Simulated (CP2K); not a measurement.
**CH4OSSi (SMILES O=CS[SiH3]): IPEA1-xTB**

Aim: the energy change on altering one bond length of CH4OSSi at IPEA1-xTB, from 2 runs. 

The calculation is run with CP2K 2026.2.

2 further runs of the same task are left out: 1 that didn't finish, 1 set aside as unsound or not needed.

**1. The system as given**

CH4OSSi: 8 atoms, total charge 0, spin state singlet. As SMILES, `O=CS[SiH3]`. The shape is that of a GFN2-xTB optimisation. This is one conformer, not always the lowest.

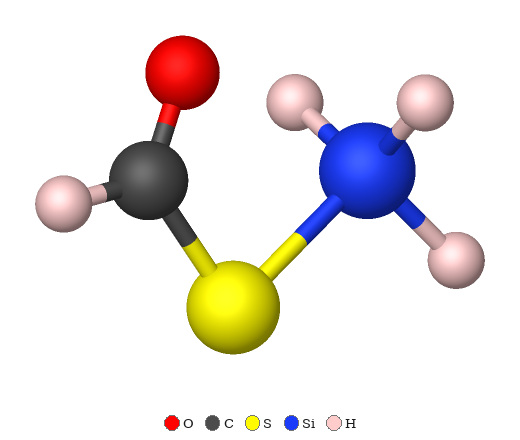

Viewed from a chosen angle; oxygen red, carbon dark grey, sulfur yellow, silicon blue, hydrogen pink.

**2. Energy and gradient at IPEA1-xTB**

run.inp

```
&GLOBAL
    PROJECT run
    RUN_TYPE ENERGY_FORCE
    PRINT_LEVEL MEDIUM
&END

&FORCE_EVAL
    METHOD QUICKSTEP
    &DFT
        &QS
            METHOD XTB
            EPS_DEFAULT 1.0E-10
            &XTB
                GFN_TYPE TBLITE
                &TBLITE
                    METHOD IPEA1
                &END
                CHECK_ATOMIC_CHARGES F
            &END
        &END
        &POISSON
            PERIODIC NONE
            POISSON_SOLVER ANALYTIC
        &END
        &SCF
            SCF_GUESS ATOMIC
            EPS_SCF 1.0E-07
            MAX_SCF 150
            ADDED_MOS 8
            &DIAGONALIZATION
                ALGORITHM STANDARD
            &END
            &MIXING
                METHOD DIRECT_P_MIXING
                ALPHA 0.4
            &END
            &SMEAR ON
                METHOD FERMI_DIRAC
                ELECTRONIC_TEMPERATURE [K] 300
            &END
        &END
        &PRINT
            &MOMENTS
                PERIODIC F
                REFERENCE COM
                MAX_MOMENT 1
            &END
            &MO ON
                ENERGIES T
                OCCUPATION_NUMBERS T
                NDIGITS 6
                &EACH
                    QS_SCF 0
                &END
                ADD_LAST NUMERIC
            &END
            &HIRSHFELD OFF
            &END
        &END
    &END
    &SUBSYS
        &CELL
            ABC 14.8 12.6 12.1
            PERIODIC NONE
        &END
        &COORD
            O      1.072400    -0.818430     0.768650
            C      1.516620     0.171430     0.231260
            S      0.503220     1.212970    -0.667360
            Si    -1.183420    -0.136210    -0.178900
            H      2.568960     0.465330     0.278820
            H     -1.344170    -0.063030     1.260610
            H     -0.875780    -1.401240    -0.818040
            H     -2.257830     0.569190    -0.875030
        &END
        &TOPOLOGY
            &CENTER_COORDINATES
            &END
        &END
    &END
    &PRINT
        &FORCES ON
        &END
    &END
&END
```

Run with:

```
$ OMP_NUM_THREADS=1 cp2k.psmp -i run.inp > run.out 2>&1
```

Standard output (excerpt; [...] marks lines left out):

```text
CP2K| version string:                                       CP2K version 2026.2
[...]
 GLOBAL| Method name                                                        CP2K
[...]
 GLOBAL| Run type                                                   ENERGY_FORCE
[...]
                             - Atoms:                                          8
[...]
                             - Spherical basis functions:                     36
[...]
 Number of electrons:                                                         24
[...]
  *** SCF run converged in    23 steps ***
[...]
  Fermi energy:                                                -0.31163753974119
[...]
 TB_DIPOLE| Moment [Debye]          0.77704176       0.69311868      -0.27169319
 TB_DIPOLE| Derivative [a.u.]       0.00000000       0.00000000       0.00000000
[...]
 ENERGY| Total FORCE_EVAL ( QS ) energy [hartree]            -15.086148952593041
 FORCES| Atomic forces [hartree/bohr]
 FORCES|   Atom     x               y               z               |f|
 FORCES|      1 -2.26520473E-02  9.09887752E-03 -1.09696911E-02   2.67626408E-02
 FORCES|      2  1.70713792E-02 -1.44139622E-02  1.31279706E-02   2.59140485E-02
 FORCES|      3 -2.74926077E-02 -2.92083561E-04 -6.01189879E-03   2.81437688E-02
 FORCES|      4  3.97908581E-02  8.95978437E-03  3.20033651E-03   4.09124954E-02
 FORCES|      5 -1.76478922E-03  4.33657512E-04 -6.74585429E-04   1.93845437E-03
 FORCES|      6 -3.57680061E-03 -3.03487158E-03 -1.28350234E-02   1.36653494E-02
 FORCES|      7 -7.87688282E-03  9.26376698E-03  6.25431072E-03   1.36740288E-02
 FORCES|      8  6.50089035E-03 -1.00151690E-02  7.90858091E-03   1.43216912E-02
 FORCES| Sum    -1.96023753E-16 -3.34801631E-16  3.98986399E-17
 FORCES| Total atomic force                                       3.90011981E-16
[...]
```

Wall time 0.28 s (1 thread of Arm Neoverse V1, shared host).

**3. The distorted shape, same level**

mol.inp

```
&GLOBAL
   PROJECT mol
   RUN_TYPE ENERGY_FORCE
   PRINT_LEVEL MEDIUM
&END

&FORCE_EVAL
   METHOD QS
   &DFT
      &QS
         METHOD XTB
         EPS_DEFAULT 1.0E-10
         &XTB
            GFN_TYPE TBLITE
            &TBLITE
               METHOD IPEA1
            &END
            CHECK_ATOMIC_CHARGES F
         &END
      &END
      &POISSON
         PERIODIC NONE
         POISSON_SOLVER ANALYTIC
      &END
      &SCF
         SCF_GUESS ATOMIC
         EPS_SCF 1.0E-07
         MAX_SCF 150
         ADDED_MOS 8
         &DIAGONALIZATION
            ALGORITHM STANDARD
         &END
         &MIXING
            METHOD DIRECT_P_MIXING
            ALPHA 0.4
         &END
         &SMEAR ON
            METHOD FERMI_DIRAC
            ELECTRONIC_TEMPERATURE [K] 300
         &END
      &END
      &PRINT
         &MOMENTS
            PERIODIC F
            REFERENCE COM
            MAX_MOMENT 1
         &END
         &MO ON
            ENERGIES T
            OCCUPATION_NUMBERS T
            NDIGITS 6
            &EACH
               QS_SCF 0
            &END
            ADD_LAST NUMERIC
         &END
         &HIRSHFELD OFF
         &END
      &END
   &END
   &SUBSYS
      &CELL
         ABC 14.8 12.6 12.1
         PERIODIC NONE
      &END
      &COORD
         O      0.983561    -1.016391     0.876122
         C      1.516620     0.171430     0.231260
         S      0.503220     1.212970    -0.667360
         Si    -1.183420    -0.136210    -0.178900
         H      2.568960     0.465330     0.278820
         H     -1.344170    -0.063030     1.260610
         H     -0.875780    -1.401240    -0.818040
         H     -2.257830     0.569190    -0.875030
      &END
      &TOPOLOGY
         &CENTER_COORDINATES
         &END
      &END
   &END
   &PRINT
      &FORCES ON
      &END
   &END
&END
```

Run with:

```
$ OMP_NUM_THREADS=1 cp2k.psmp mol.inp > mol.out
```

Standard output (excerpt; [...] marks lines left out):

```text
CP2K| version string:                                       CP2K version 2026.2
[...]
 GLOBAL| Method name                                                        CP2K
[...]
 GLOBAL| Run type                                                   ENERGY_FORCE
[...]
                             - Atoms:                                          8
[...]
                             - Spherical basis functions:                     36
[...]
 Number of electrons:                                                         24
[...]
  *** SCF run converged in    24 steps ***
[...]
  Fermi energy:                                                -0.36205442274426
[...]
 TB_DIPOLE| Moment [Debye]          0.68827775       1.66757085      -0.91909255
 TB_DIPOLE| Derivative [a.u.]       0.00000000       0.00000000       0.00000000
[...]
 ENERGY| Total FORCE_EVAL ( QS ) energy [hartree]            -15.025984032478576
 FORCES| Atomic forces [hartree/bohr]
 FORCES|   Atom     x               y               z               |f|
 FORCES|      1  4.38640830E-02  1.76818840E-01 -1.03995188E-01   2.09771206E-01
 FORCES|      2 -5.53566605E-02 -1.36716579E-01  7.55780388E-02   1.65734193E-01
 FORCES|      3 -7.41191750E-03 -2.25256656E-02  1.28237911E-02   2.69590755E-02
 FORCES|      4  3.96097600E-02 -4.29835679E-03  1.16961740E-02   4.15236011E-02
 FORCES|      5 -1.47264083E-02 -1.30638937E-02  5.09991492E-03   2.03357211E-02
 FORCES|      6 -4.16878147E-03 -1.54023189E-03 -1.37780240E-02   1.44770508E-02
 FORCES|      7 -8.42150736E-03  1.06239304E-02  5.10370481E-03   1.44857684E-02
 FORCES|      8  6.61143216E-03 -9.29804357E-03  7.47158821E-03   1.36377887E-02
 FORCES| Sum     1.32706346E-16  2.60208521E-17  9.54097912E-18
 FORCES| Total atomic force                                       1.35569500E-16
[...]
```

It took 0.29 s on 1 thread of Arm Neoverse V1, shared host.

**4. Results**

Level: IPEA1-xTB.

| quantity | value |
| --- | --- |
| first shape: total energy | -15.08615 Eh |
| first shape: dipole moment (from atomic charges alone) | 1.08 D |
| first shape: HOMO energy | -12.37 eV |
| first shape: LUMO energy | -7.58 eV |
| first shape: HOMO–LUMO gap | 4.79 eV |
| first shape: largest force on an atom | 2.104 eV/Å |
| distorted shape: total energy | -15.02598 Eh |
| distorted shape: dipole moment (from atomic charges alone) | 2.02 D |
| distorted shape: HOMO energy | -12.63 eV |
| distorted shape: LUMO energy | -8.96 eV |
| distorted shape: HOMO–LUMO gap | 3.68 eV |
| distorted shape: largest force on an atom | 10.787 eV/Å |
| energy change with the O1–C2 bond stretched from 1.211 to 1.453 Å | 1.637 eV |

In words: With the O1–C2 bond stretched from 1.211 to 1.453 Å the energy rises by 1.64 eV (158 kJ/mol). The first shape isn't relaxed at this level, so the change isn't measured from a minimum. The largest force (first shape) is 2.10 eV/Å: the shape isn't a stationary point for this species at this level. The dipole (first shape) comes from point charges on the atoms alone, without atomic dipoles, so it is partial. The dipole (distorted shape) comes from point charges on the atoms alone, without atomic dipoles, so it is partial.
